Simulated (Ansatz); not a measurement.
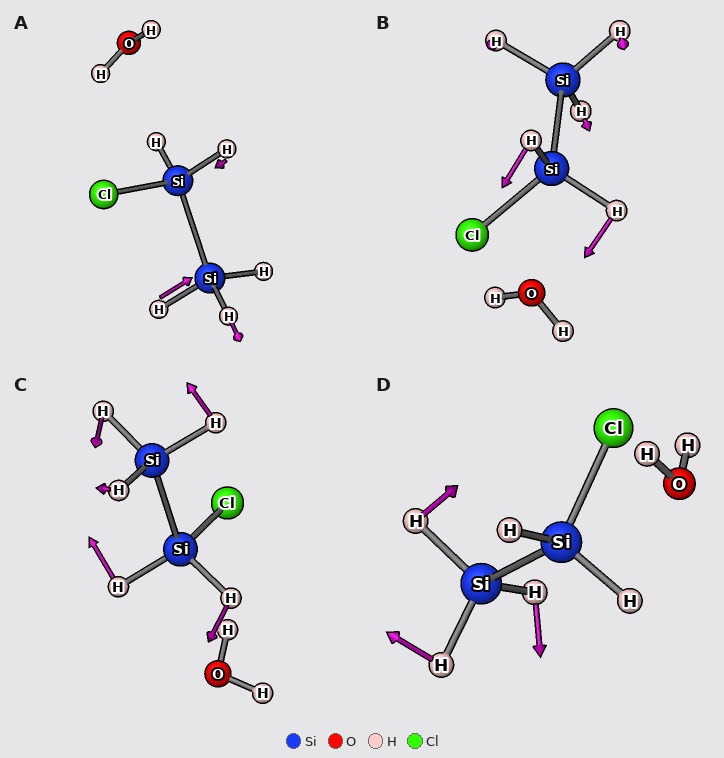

4 normal modes of one molecule or complex, as arrows. Harmonic vibrations computed with RKS PBE0-D4/def2-TZVP (Ansatz 0.2.0) at a stationary point of the same level.

**Match the panels to the wavenumbers 104 cm⁻¹, 365 cm⁻¹, 793 cm⁻¹, 2235 cm⁻¹.**

A: 2235 cm⁻¹, out-of-phase stretching of 2 Si–H bonds
B: 793 cm⁻¹, angle bending
C: 365 cm⁻¹, H–Si–Si bending
D: 104 cm⁻¹
